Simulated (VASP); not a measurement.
# Driving VASP from ASE on InF3, part 2 of 4

Do ASE scripts that read InF3 from different structure formats give one answer, and do several routes find one equilibrium volume? All runs use LDA. Left out of this account: 1 further run (fields: a reference on another mesh). The start is a cell from a database of measured crystal structures.

VASP 6.6.1; LDA; plane waves and PAW (In_d, F).

So far. Step 2 (Self-consistent run (LDA, through ASE)): The pressure is 0.16 GPa and the largest force 0.096 eV/Å, so the cell is not at a minimum at these settings.

**3. Total energy, forces and stress (LDA, through ASE)**

The single point through ASE, with the structure read from a CIF in P1. The mesh changes to 5×5×5, so this is no clean test of the format.

run.py

```python
import numpy as np
from ase.calculators.vasp import Vasp
from ase.io import read
from ase.dft.bandgap import bandgap

atoms = read('InF3.cif')

calc = Vasp(
    xc='lda',
    pp='LDA',
    prec='Accurate',
    encut=520,
    ediff=1e-06,
    nelm=100,
    ismear=-1,
    sigma=0.05,
    lreal=False,
    algo='Normal',
    nbands=42,
    lorbit=11,
    lwave=False,
    lcharg=False,
    kpar=8,
    isif=2,
    pp_version='64',
    setups={'In': '_d', 'F': ''},
    kpts=(5, 5, 5),
    gamma=True,
    txt='vasp.out',
)
atoms.calc = calc

print("energy (eV):", round(atoms.get_potential_energy(), 6))
print("Fermi level (eV):", round(calc.get_fermi_level(), 4))
print("forces (eV/A):")
print(np.round(atoms.get_forces(), 4))
print("stress (GPa, Voigt, tension positive):", np.round(atoms.get_stress() * 160.21766, 3))
gap, p1, p2 = bandgap(calc, direct=False)
print("gap on the mesh (eV):", round(gap, 4))
```

InF3.cif

```cif
data_InF3
_cell_length_a 5.72059189
_cell_length_b 5.72059189
_cell_length_c 5.72059189
_cell_angle_alpha 56.44273367
_cell_angle_beta 56.44273367
_cell_angle_gamma 56.44273367
_space_group_name_H-M_alt 'P1'
_space_group_name_Hall 'P 1'
_space_group_IT_number 1
loop_
_space_group_symop_operation_xyz
'x,y,z'
loop_
_atom_site_label
_atom_site_type_symbol
_atom_site_symmetry_multiplicity
_atom_site_Wyckoff_symbol
_atom_site_fract_x
_atom_site_fract_y
_atom_site_fract_z
_atom_site_occupancy
In1 In 1 a 0.0000000000 0.0000000000 0.0000000000 1
In2 In 1 a 0.5000000000 0.5000000000 0.5000000000 1
F1 F 1 a 0.8584000000 0.6416000000 0.2500000000 1
F2 F 1 a 0.2500000000 0.8584000000 0.6416000000 1
F3 F 1 a 0.6416000000 0.2500000000 0.8584000000 1
F4 F 1 a 0.1416000000 0.3584000000 0.7500000000 1
F5 F 1 a 0.7500000000 0.1416000000 0.3584000000 1
F6 F 1 a 0.3584000000 0.7500000000 0.1416000000 1
```

PAW data sets: In_d and F (LDA family, release 64).

Command:

```
export ASE_VASP_COMMAND="mpirun -np 8 vasp_std"
python run.py
```

Output:

```text
energy (eV): -40.275796
Fermi level (eV): -0.5866
forces (eV/A):
[[ 0.     -0.      0.    ]
 [ 0.     -0.      0.    ]
 [ 0.0453 -0.0845 -0.    ]
 [ 0.      0.0544 -0.079 ]
 [-0.0453  0.0301  0.079 ]
 [-0.0453  0.0845  0.    ]
 [ 0.     -0.0544  0.079 ]
 [ 0.0453 -0.0301 -0.079 ]]
stress (GPa, Voigt, tension positive): [-0.035 -0.203 -0.239  0.047  0.087  0.127]
gap on the mesh (eV): 4.2545
```

Run time: 14 s. Hardware: 8 MPI ranks of Intel Xeon 6975P-C (Granite Rapids), shared host; peak memory 2.3 GiB.

ASE turned this into the INCAR:

```
ENCUT = 520.000000
SIGMA = 0.050000
EDIFF = 1.00e-06
ALGO = Normal
PREC = Accurate
ISIF = 2
ISMEAR = -1
KPAR = 8
LORBIT = 11
NBANDS = 42
NELM = 100
LCHARG = .FALSE.
LWAVE = .FALSE.
LREAL = .FALSE.
```

ASE turned this into the KPOINTS:

```
KPOINTS created by Atomic Simulation Environment
0
Gamma
5 5 5
0 0 0
```

VASP's own log, vasp.out:

```text
[banner, memory and clock lines left out]
running    8 mpi-ranks, on    1 nodes
 distrk:  each k-point on    1 cores,    8 groups
 distr:  one band on    1 cores,    1 groups

 POSCAR found type information on POSCAR InF
 POSCAR found :  2 types and       8 ions
 [... a notice as in an earlier step ...]

 LDA part: xc-table for (Slater(with rela. corr.)+CA(PZ))
 , standard interpolation
 POSCAR, INCAR and KPOINTS ok, starting setup
 FFT: planning ... GRIDC
 FFT: planning ... GRID_SOFT
 FFT: planning ... GRID
 WAVECAR not read
 entering main loop
       N       E                     dE             d eps       ncg     rms          rms(c)
DAV:   1     0.978248036450E+03    0.97825E+03   -0.33748E+04  1604   0.202E+03
DAV:   2     0.976381290935E+02   -0.88061E+03   -0.83989E+03  1876   0.563E+02
DAV:   3    -0.372257463267E+02   -0.13486E+03   -0.13315E+03  1704   0.232E+02
DAV:   4    -0.443513532662E+02   -0.71256E+01   -0.70625E+01  2038   0.594E+01
DAV:   5    -0.446381039619E+02   -0.28675E+00   -0.28641E+00  2120   0.115E+01    0.168E+01
DAV:   6    -0.404577525377E+02    0.41804E+01   -0.14833E+01  2502   0.476E+01    0.119E+01
DAV:   7    -0.403642261005E+02    0.93526E-01   -0.93760E-01  1744   0.613E+00    0.358E+00
DAV:   8    -0.402934186154E+02    0.70807E-01   -0.75529E-02  2370   0.242E+00    0.130E+00
DAV:   9    -0.402753136620E+02    0.18105E-01   -0.20417E-02  2456   0.210E+00    0.113E-01
DAV:  10    -0.402757932400E+02   -0.47958E-03   -0.50983E-03  1950   0.509E-01    0.188E-01
DAV:  11    -0.402757949738E+02   -0.17338E-05   -0.14097E-04  2552   0.108E-01    0.101E-01
DAV:  12    -0.402757968421E+02   -0.18683E-05   -0.10856E-05  2450   0.265E-02    0.483E-02
DAV:  13    -0.402757962763E+02    0.56578E-06   -0.21299E-06  1336   0.152E-02
   1 F= -.40275796E+02 E0= -.40275796E+02  d E =-.405761E-10
```

Parts of OUTCAR (step 3):

```text
  LATTYP: Found a trigonal (rhomboedric) cell.
 ALAT       =     5.7205918900
 COS(alpha) =     0.5527701667

 Found     19 irreducible k-points:

   k-points           NKPTS =     19   k-points in BZ     NKDIM =     19   number of bands    NBANDS=     42

   NELECT =      68.0000    total number of electrons

 E-fermi :  -0.5866

 k-point     2 :       0.2000   -0.0000    0.0000
  band No.  band energies     occupation
    ...
     30      -2.1477      2.00000
     31      -1.9637      2.00000
     32      -1.9407      2.00000
     33      -1.8726      2.00000
     34      -1.8439      2.00000
     35       3.0547      0.00000
     36       7.4996      0.00000
     37       9.1353      0.00000
     38       9.3853      0.00000
     39       9.9915      0.00000
    ...

 k-point     3 :       0.4000   -0.0000    0.0000
  band No.  band energies     occupation
    ...
     30      -2.1818      2.00000
     31      -2.0822      2.00000
     32      -2.0445      2.00000
     33      -1.9575      2.00000
     34      -1.9152      2.00000
     35       4.3715      0.00000
     36       5.9525      0.00000
     37       9.1099      0.00000
     38       9.5592      0.00000
     39      10.1253      0.00000
    ...

  Total        0.0266301      0.1541095      0.1811869     -0.0960914     -0.0355398     -0.0662220
  in kB        0.3511951      2.0323786      2.3894725     -1.2672419     -0.4686941     -0.8733287
  external PRESSURE =       1.5910154 kB  Pullay stress =       0.0000000 kB

  energy-cutoff  :      520.00
  volume of cell :      121.49
      direct lattice vectors                 reciprocal lattice vectors
     5.720591890  0.000000000  0.000000000     0.174807086 -0.115953712 -0.079910321
     3.162172533  4.767162305  0.000000000     0.000000000  0.209768398 -0.079910321
     3.162172533  1.697060620  4.454864947     0.000000000  0.000000000  0.224473696

 POSITION                                       TOTAL-FORCE (eV/Angst)
 -----------------------------------------------------------------------------------
      0.00000      0.00000      0.00000         0.000000     -0.000000      0.000000
      6.02247      3.23211      2.22743         0.000000     -0.000000      0.000000
      7.72995      3.48288      1.11372         0.045348     -0.084497     -0.000000
      6.17341      5.18097      2.85824         0.000000      0.054417     -0.078962
      7.17528      2.64855      3.82406        -0.045348      0.030080      0.078962
      4.31499      2.98135      3.34115        -0.045348      0.084497      0.000000
      5.87153      1.28326      1.59662         0.000000     -0.054417      0.078962
      4.86965      3.81568      0.63081         0.045348     -0.030080     -0.078962
 -----------------------------------------------------------------------------------
    total drift:                               -0.000000     -0.000000      0.000000

  FREE ENERGIE OF THE ION-ELECTRON SYSTEM (eV)
  ---------------------------------------------------
  free  energy   TOTEN  =       -40.2757962763 eV

  energy  without entropy=      -40.2757962763  energy(sigma->0) =      -40.27579628

[... 7 parts as in an earlier step ...]

[... 5 further parts left out ...]
```

Numbers from this step:

| Quantity | Value |
| --- | --- |
| irreducible k-points | 19 |
| Fermi energy | -0.5866 eV |
| pressure | 0.1591 GPa |
| valence top at k | 0.4, 0.4, 0 |
| gap on the k-mesh | 4.255 eV |

Force by atom:

```
atom  x (eV/Å)  y (eV/Å)  z (eV/Å)    size
 In1    0.0000    0.0000    0.0000  0.0000
 In2    0.0000    0.0000    0.0000  0.0000
  F3    0.0453   -0.0845    0.0000  0.0959
  F4    0.0000    0.0544   -0.0790  0.0959
  F5   -0.0453    0.0301    0.0790  0.0959
  F6   -0.0453    0.0845    0.0000  0.0959
  F7    0.0000   -0.0544    0.0790  0.0959
  F8    0.0453   -0.0301   -0.0790  0.0959
```

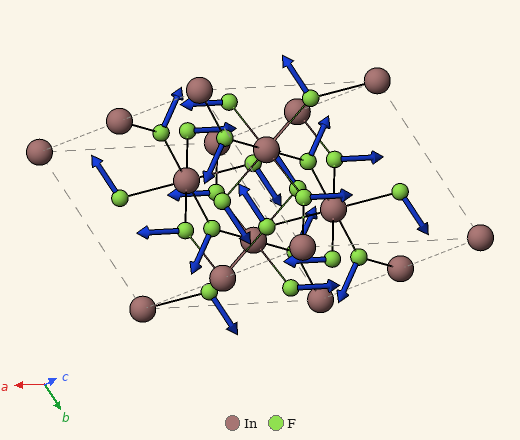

Force as arrows, the longest 0.0959 eV/Å. Bonds to atoms that aren't drawn are left out. Some periodic images of atoms are drawn too.

The energy lies +0.01 meV an atom from the first script, on another mesh.

(Continued in part 3 of 4.)

[Lines on the potential files, build, host, timing and source positions are cut from VASP's logs without a mark.]

[Logs are printed without paths, hosts, clocks, repeated set-up lines and the standing remarks that a program may print on its own settings, such as how far it seeks lower states.]

[Hosts, paths, dates, database ids (printed as entryN), source tags and the programs' standing remarks are cut or masked in the printed files.]

[A measured line is paired with the nearest computed mode of its activity, which favours agreement.]
